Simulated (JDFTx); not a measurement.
Pb(110) slab cut from bulk Pb (space group Fm-3m, indices of the conventional cell, lattice of the Materials Project entry mp-20483, not re-optimised): 8 atoms in 8 planes, a 1x1 cell of 17.60 Å² (|a| = 3.528, |b| = 4.990 Å), 12.1 Å between the outermost planes, cell height 28.3 Å, 6×4×1 k mesh, Fermi smearing 0.01 Ha, no spin polarisation.

Method: PBE, GBRV ultrasoft potentials, plane waves to 20/100 Ha, in a modified build of JDFTx. Liquid on both sides: linear PCM (GLSSA13), water, 1 M KF; nuclei fixed. U vs SHE = −μ/e − 4.44 V throughout (conventional absolute potential of the hydrogen electrode).

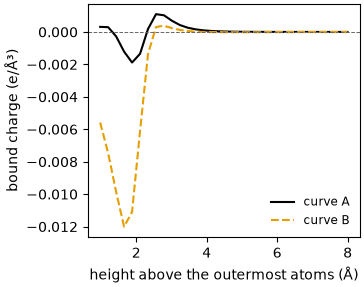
Plane-averaged bound charge of the liquid for two states of the electrode

Question: One curve is the neutral slab. Which, and what is the sign of the other's charge?

Answer: Curve A is neutral (potential of zero charge, -0.97 V). Curve B is positively charged, 21.1 μC/cm² at -0.05 V.
